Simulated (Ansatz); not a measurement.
The figure comes from a scan of GaP (zinc blende): a phonon pattern at L = (0.5, 0.0, 0.0) is frozen into a 4-atom cell, Q being the largest atomic displacement. Method: PBE (plane waves to 420 eV, PAW, scalar-relativistic; Ansatz, a first-principles code). k mesh 5×10×10 (Γ-centred), Fermi-Dirac smearing 0.05 eV. Energies are smeared free energies. GaP was relaxed with its symmetry unable to fall. ΔE is measured from the undisplaced structure.

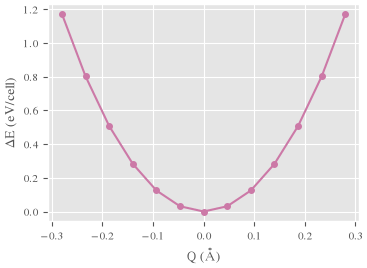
Fig. 1. ΔE (eV/cell) against Q (Å); markers are the computed points, lines only join them.

### Question
Read the plotted values off the figure, to the accuracy that the plot allows.

### Answer
To the nearest 0.02:

```tsv
Q (Å)	ΔE (eV/cell)
-0.280	1.18
-0.233	0.80
-0.187	0.50
-0.140	0.28
-0.093	0.12
-0.047	0.04
0.000	0.00
0.047	0.04
0.093	0.12
0.140	0.28
0.187	0.50
0.233	0.80
0.280	1.18
```

(A displaced cell: forces are minus the slopes of the energy, force constants its curvatures, and phonons follow from these.)
